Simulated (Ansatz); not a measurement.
```
atom    x (Å)    y (Å)    z (Å)
  Si  -0.1031   0.2140  -0.1243
   H  -0.1052   0.1527   1.3447
   H   1.2939   0.2789  -0.6066
   H  -0.7890   1.4736  -0.5177
  Si  -1.2402  -1.6712  -0.9972
   H  -1.8790  -2.4371   0.1040
   H  -2.3150  -1.2644  -1.9393
   H  -0.3018  -2.5607  -1.7215
   O   1.0178  -2.0863   1.2116
   H   0.8006  -2.9593   1.5070
   H   0.6539  -1.4751   1.8697
```

Not at a stationary point (largest force 1.5 eV/Å).

Computed with RHF/def2-SVP (Ansatz).

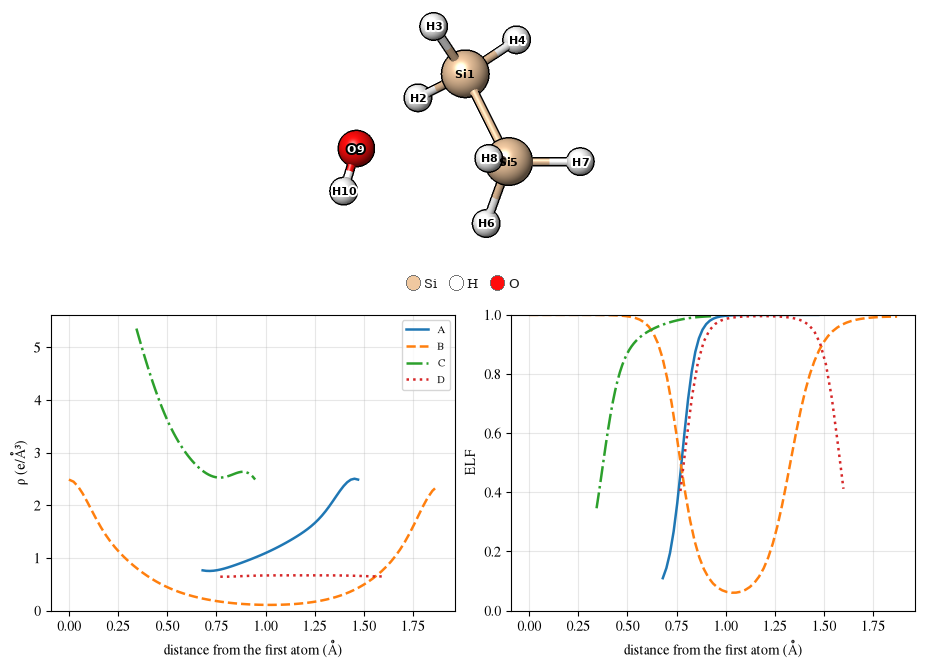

H6Si2···H2O. Total electron density and ELF along straight lines between neighbouring atoms. The curves leave out the atomic cores. The structure is drawn too.

### Which curve belongs to which contact (H–H, O–H, Si–H and Si–Si)? The first atom named is at distance zero.

Curve A: Si–H (1.47 Å): ρ at the midpoint is about 0.76 e/Å³; the ELF climbs to about 1 towards the hydrogen, as it does in any bond to H. Curve B: H2···H11 (1.87 Å): the density falls to about 0.11 e/Å³ on the way; the ELF dips to about 0.05 between them. Curve C: O–H (0.95 Å): ρ is about 3.9 e/Å³ halfway; the ELF climbs to about 1 towards the hydrogen (a covalent bond by its length). Curve D: Si–Si (2.37 Å): ρ at the midpoint is about 0.67 e/Å³; the ELF peaks at about 1 between the atoms; a covalent bond.
